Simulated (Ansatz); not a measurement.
## SiNH5SF2: nudged elastic band (part 2 of 2)

Continued. System: SiNH5SF2. Method: RHF/6-31G* (Ansatz 0.2.0). The run did not end well. It belongs to a series of runs on one base structure; here: band between the two ends.

Geometry of the input (Å):
```
Si 0.5881  -0.3410  -0.0469
H  0.4124  -0.4920  1.3928
F  2.1041  -0.5280  -0.4614
F  0.2606  1.1743  -0.3919
N  -0.3221  -1.4703  -0.9082
H  -0.1042  -1.7236  -1.8487
H  -1.2708  -1.6652  -0.6661
S  -3.6124  -0.3498  0.9651
H  -3.4286  -0.4441  2.2753
H  -3.3237  0.9435  0.9092
```

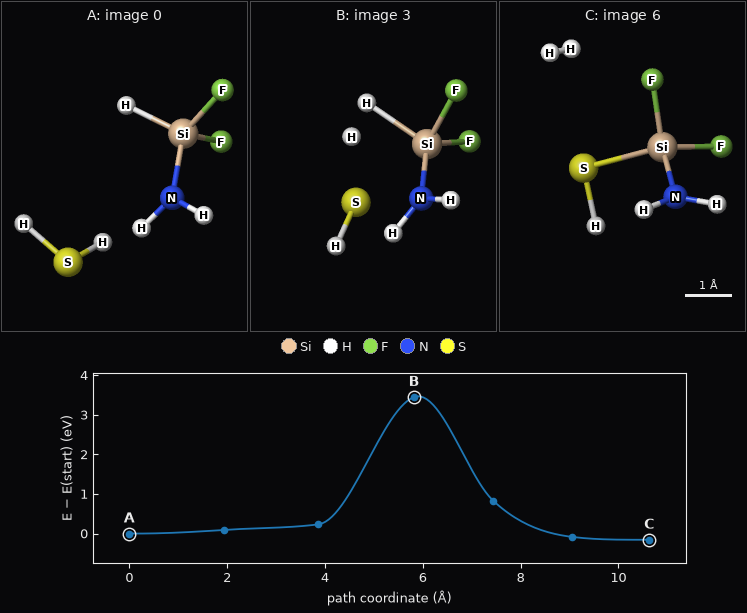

*Images of the last band (counted from 0; ball-and-stick, seen at a tilt) above the energy along the path; the line is a cubic interpolation that uses the forces.*

The highest image is number 3, 3.449 eV above the start and 3.607 eV above the end (the climbing image); the end lies 0.158 eV below the start. The path is 10.63 Å long. The band had not converged after 60 iterations.

```
Unfinished report: {"positions_ang":[[-0.22990204844306053,-0.06641747456485218,-0.033767177797553005],[-0.05960297935993921,-0.17495422668538235,1.5794604756591004],[1.347390298523428,-0.21822290125283775,-0.1487759540417135],[-0.35084567260196875,1.4112959739647999,-0.5568214075019668],[-0.7721495329940943,-1.4834068479312992,-0.7560877280974228],[-1.659809375786346,-1.9027132938355484,-0.6095579577084868],[-0.23094485862436107,-1.914927326579043,-1.4730897264364653],[-2.555881999852222,0.34714008001985946,0.9518270938954497],[-3.1789339185873975,-0.7994690701050894,0.6840245052739283],[-1.005819922274039,-0.09462492303060743,1.5819848667551313]],"unchecked":["starts","cluster_reference","orbital_swaps","neighbouring_geometries","increment"],"mean_field":{"relativity":"none","state":{"energy":{"ev":-25652.157729007842,"hartree":-942.6994088840274},"converged":true,"gradient_ev":0.00001603737821963634,"stability":{"kind":"minimum","curvature_ev":32.97479626439956},"curvature_floor_ev":0.00030000000000000003,"spin_squared":-1.7763568394002505e-14},"others":[],"fillings":{"estimated":0,"unestimated":0,"tried":0,"untried":0,"excluded_magnetic_sites":0},"n_dropped_functions":0,"n_trapped_functions":0,"passes":{"evaluations":3,"products":24},"factors":{"origin":"Cholesky decomposition","count":949,"bound_ev":0.000672005302673384},"gradient_stop_ev":0.00009,"reference_kind":"stationary","symmetry":{"irreps":["A"],"axes":[[0.9986386213561486,0.005037847214144087,-0.05191843633371277],[-0.004305864817830049,0.9998898906284269,0.01420092064773453],[0.05198426169583847,-0.013958034049235594,0.9985503541741995]],"occupied":[{"A":30},{"A":30}]},"held":{"pivots":949,"left_out":0,"joined":0},"density_repulsion":{"missed_ev":0.0000610447267208772,"excess_ev":2.0096818180329238e-8,"most_excess_ev":0.000162,"are_drawn_again":false,"n_first_factors":949,"energy_change_ev":0.0,"n_dropped_ends":0}},"factors":{"origin":"Cholesky decomposition","count":949,"bound_ev":0.000672005302673384},"n_frozen":0,"n_occupied":[30,30],"n_virtual":[63,63],"reference":{"ev":-25652.157729007842,"hartree":-942.6994088840274},"total":{"ev":-25652.157729007842,"hartree":-942.6994088840274},"forces_ev_per_angstrom":[[0.12025617472176504,-0.29871627930135003,0.13094296604819006],[0.10344156673271687,0.07686190135768729,-0.23577365630584413],[0.24381530582406483,-0.0827192374306492,-0.2033434263922947],[-0.02065831785781344,0.08797222096044652,0.05332105061647964],[-0.006655401298810393,0.26952985650964356,0.0819956864021991],[-0.10123247291325706,0.10743826985395453,-0.29219277726803555],[0.19252849153223067,-0.1885934734082744,0.12680997783782819],[-0.05211611516191902,-0.09856097372730012,0.13168713338796742],[0.13434195454402922,0.020867006000969336,0.25320588698795177],[-0.6137211861272606,0.10592070918524933,-0.046652841312999224]],"charge_distribution":{"dipole_moment_e_ang":[0.0011491899900422649,-0.7471942098764917,-0.08896352779350088],"mulliken_charges_e":[1.4945215086397887,-0.09110505858201834,-0.48291682515116463,-0.44917987824895,-1.0106067191580141,0.3933282676508484,0.4016748724242857,-0.46398527091282915,0.09007687255064512,0.11819223078738617],"lowdin_charges_e":[0.34901701424722553,-0.05863889593007299,-0.15813637386522572,-0.12301561871184852,-0.5245595026816225,0.25154379167929897,0.26611493130013564,-0.2697700498840021,0.051358925475346484,0.21608577837078224]},"n_threads":1,"memory_gib":1.7045454550534487,"seconds":{"hamiltonian":1.924104486,"orbitals":0.0,"second_order":0.0,"solver_start":0.0,"cycles":0.0,"cycle":0.0,"perturbative":0.0,"full_ci_increment":0.0,"forces":0.0}}
this run last wrote the band of iteration 60 to [file]
Error: NEB band did not converge after 60 iterations: max|band force component| = 4.01e-1 eV/Å (threshold 5.0e-2); raise `neb.max_iterations` in a new run, which can start from the last band evaluated (`neb.initial_path`, with `crystal.atoms` and `neb.final_atoms` set to its first and last images), add images, or start from endpoints closer to local minima. Where this run's directory can be resumed (`checkpoint.write`), a resume goes on for up to `neb.max_iterations` more; to start a new run from the last band, take its images' positions from the `neb_iteration` event of iteration 60 (`data.images[].positions_ang`), in the event stream of the run that computed that iteration (not this run's, if it was resumed behind it). With `checkpoint.write`, `steps/00-neb/state/checkpoint.json` in the run directory holds the last saved band, under `neb.evaluated.images[].positions_ang` (a band under a hybrid functional on support functions is neither saved nor resumed: `neb.initial_path` says where its path is): check the last entry of `neb.iterations` there, which is earlier than 60 if that iteration was not saved or its write failed. If the band's step has no `state` directory and holds `state.next`, a write was cut short, and the file is under `state.next` instead (behind a loss of power it can be under `state.prev`)
this run wrote the band of iteration 60 to [file] as well, whether or not its events were kept: a new run's `neb.initial_path` can list its `images[].positions_ang`
a run's events are kept only if it was started with --events-out <file>, and are in that file
```

The last band as extended XYZ (Å, eV, eV/Å):
```
10
Properties=species:S:1:pos:R:3:forces:R:3 image=0 energy=-25655.60689
Si    0.5881   -0.3410   -0.0469   -0.0086  -0.0113   0.0072
H     0.4124   -0.4920    1.3928    0.0071  -0.0009  -0.0139
F     2.1041   -0.5280   -0.4614   -0.0043   0.0043   0.0029
F     0.2606    1.1743   -0.3919   -0.0031  -0.0028   0.0011
N    -0.3221   -1.4703   -0.9082   -0.0035   0.0046  -0.0017
H    -0.1042   -1.7236   -1.8487   -0.0078  -0.0006   0.0169
H    -1.2708   -1.6652   -0.6661    0.0208   0.0046  -0.0132
S    -3.6124   -0.3498    0.9651   -0.0015   0.0075   0.0126
H    -3.4286   -0.4441    2.2753   -0.0012  -0.0004  -0.0072
H    -3.3237    0.9435    0.9092    0.0022  -0.0051  -0.0047
10
Properties=species:S:1:pos:R:3:forces:R:3 image=1 energy=-25655.51588
Si    0.3840   -0.2664   -0.0206    0.0235  -0.0043  -0.0040
H     0.3235   -0.2852    1.4387    0.0116  -0.0054   0.0013
F     1.9013   -0.4181   -0.4379    0.0310  -0.0161  -0.0021
F    -0.1181    1.1733   -0.4471    0.0211   0.0059  -0.0123
N    -0.4916   -1.4618   -0.8218    0.0160   0.0124   0.0013
H    -0.0647   -2.2525   -1.2497    0.0393  -0.0196  -0.0560
H    -1.4675   -1.3825   -1.0061   -0.0102  -0.0152   0.0021
S    -3.3614    0.2050    0.7815   -0.0451  -0.0018   0.0120
H    -3.4889   -0.8786    1.5351   -0.0263   0.0082   0.0388
H    -2.3131    0.6705    1.4471   -0.0611   0.0359   0.0188
10
Properties=species:S:1:pos:R:3:forces:R:3 image=2 energy=-25655.37524
Si    0.3315   -0.2266   -0.0360    0.0760  -0.0094  -0.0218
H     0.1896   -0.3341    1.4129    0.0407  -0.0169  -0.0269
F     1.8727   -0.2642   -0.3861    0.0791  -0.0265  -0.0379
F    -0.1347    1.1980   -0.5390    0.0582  -0.0051  -0.0101
N    -0.5500   -1.4557   -0.7805   -0.0044  -0.0606   0.1321
H    -1.0002   -2.1846   -0.2699    0.1034   0.0276  -0.0116
H    -0.7883   -1.4643   -1.7456   -0.0126   0.0044  -0.1719
S    -3.2139    0.4288    1.0696   -0.1306  -0.0122   0.1201
H    -3.3847   -0.8716    0.8683   -0.0392   0.0287   0.0075
H    -2.0185    0.2780    1.6256   -0.1706   0.0700   0.0207
10
Properties=species:S:1:pos:R:3:forces:R:3 image=3 energy=-25652.15773
Si   -0.2299   -0.0664   -0.0338    0.1203  -0.2987   0.1309
H    -0.0596   -0.1750    1.5795    0.1034   0.0769  -0.2358
F     1.3474   -0.2182   -0.1488    0.2438  -0.0827  -0.2033
F    -0.3508    1.4113   -0.5568   -0.0207   0.0880   0.0533
N    -0.7722   -1.4834   -0.7561   -0.0067   0.2695   0.0820
H    -1.6598   -1.9027   -0.6096   -0.1012   0.1074  -0.2922
H    -0.2309   -1.9149   -1.4731    0.1925  -0.1886   0.1268
S    -2.5559    0.3471    0.9518   -0.0521  -0.0986   0.1317
H    -3.1789   -0.7995    0.6840    0.1343   0.0209   0.2532
H    -1.0058   -0.0946    1.5820   -0.6137   0.1059  -0.0467
10
Properties=species:S:1:pos:R:3:forces:R:3 image=4 energy=-25654.77853
Si   -0.5715    0.0251   -0.3074   -0.2822   0.1798  -0.2924
H     0.1227   -0.2989    2.2440    0.1739  -0.1361   0.5687
F     0.9191   -0.0161    0.2493   -0.4084   0.1533   0.3108
F    -0.4275    1.3067   -1.2137   -0.0896  -0.0354  -0.5007
N    -0.8826   -1.4658   -1.0126   -0.3132  -0.1519  -0.1646
H    -1.5351   -2.0953   -0.5922    0.0862   0.0299  -0.2424
H    -0.2646   -1.9173   -1.6464    0.1942  -0.1234  -0.0835
S    -2.3671    0.4304    0.8368    0.1360   0.1357  -0.1622
H    -3.0904   -0.5795    0.3618    0.1285   0.1019  -0.0528
H    -0.5996   -0.2856    2.2997    0.3745  -0.1538   0.6191
10
Properties=species:S:1:pos:R:3:forces:R:3 image=5 energy=-25655.69154
Si   -0.7248    0.0890   -0.4630   -0.0178   0.0020  -0.0457
H     0.3258   -0.5202    2.6391    0.0200  -0.0298   0.0760
F     0.5391    0.4410    0.4197   -0.0396   0.0531   0.0148
F    -0.5624    1.0258   -1.7232   -0.0345  -0.0360  -0.0998
N    -0.8215   -1.5017   -1.0073   -0.0339  -0.0113   0.0155
H    -1.1848   -2.2311   -0.4324    0.0555  -0.0158  -0.0119
H    -0.2847   -1.8442   -1.7743    0.0314  -0.0004  -0.0561
S    -2.4323    0.5382    0.7027    0.0295   0.0178   0.0133
H    -3.2935   -0.0760   -0.1002   -0.0140   0.0655  -0.0025
H    -0.2573   -0.8171    2.9581    0.0034  -0.0452   0.0964
10
Properties=species:S:1:pos:R:3:forces:R:3 image=6 energy=-25655.76448
Si   -0.9072    0.1736   -0.5595    0.0167   0.0132  -0.0090
H     0.5723   -0.7911    3.0069    0.0017   0.0071  -0.0068
F     0.1349    0.6725    0.5217   -0.0098  -0.0069  -0.0091
F    -0.5521    0.9612   -1.8824   -0.0025  -0.0088   0.0138
N    -0.8242   -1.4606   -0.9585    0.0008   0.0133   0.0031
H    -1.1040   -2.1849   -0.3335   -0.0038  -0.0063   0.0043
H    -0.2135   -1.7851   -1.6781    0.0064  -0.0091  -0.0094
S    -2.7811    0.7049    0.2598   -0.0101   0.0077   0.0115
H    -3.5257    0.1236   -0.6725    0.0003  -0.0034  -0.0060
H     0.5041   -1.3103    3.5153    0.0002  -0.0069   0.0076
```

Outcome:

| quantity | value |
| --- | --- |
| outcome | not converged |
| barrier, forward (band not converged) | 3.449 eV |
| barrier, backward | 3.607 eV |
| wall time | 9.8 min |
| peak memory | 0.19 GiB |

Diagnosis:

The run did not converge: “NEB band did not converge after 60 iterations: max|band force component| = 4.01e-1 eV/Å (threshold 5.0e-2); raise `neb.max_iterations` in a new run, which can start from the last band evaluated (`neb.initial_path`, with `crystal.atoms` and `neb.final_atoms` set to its first and last images), add images, or start from endpoints closer to local minima …” Its last values are not results.
